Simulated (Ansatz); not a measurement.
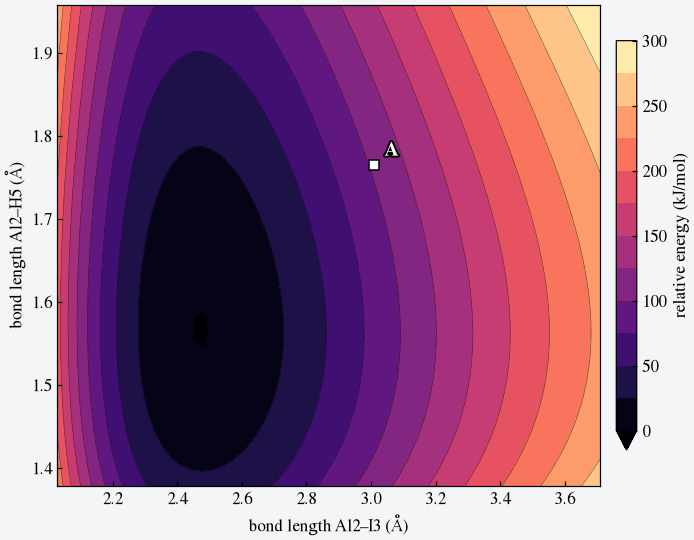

AlH₂IO, SMILES [OH][AlH][I]. 
- First axis: bond length Al2–I3. Second axis: bond length Al2–H5.
- Nothing is relaxed (all other coordinates rigid).
- The scan uses a 13 × 13 grid.
- Points are written as (first, second).
- Energies are in kJ/mol, from the lowest grid point.
- The reference is spin-restricted, which grows unreliable where a bond is stretched far.
- Computed with RKS PBE0-D4/def2-TZVP in Ansatz 0.2.0.

Drawn: filled contours, the point A. Between grid points the surface is interpolated.

Q: Which way does the force act at A, and how strong is it?

A: A, at (3.009 Å, 1.765 Å), is not a stationary point. The computed force is 220 kJ/mol for each Å towards smaller values of bond length Al2–I3 and 188 kJ/mol for each Å towards smaller values of bond length Al2–H5.
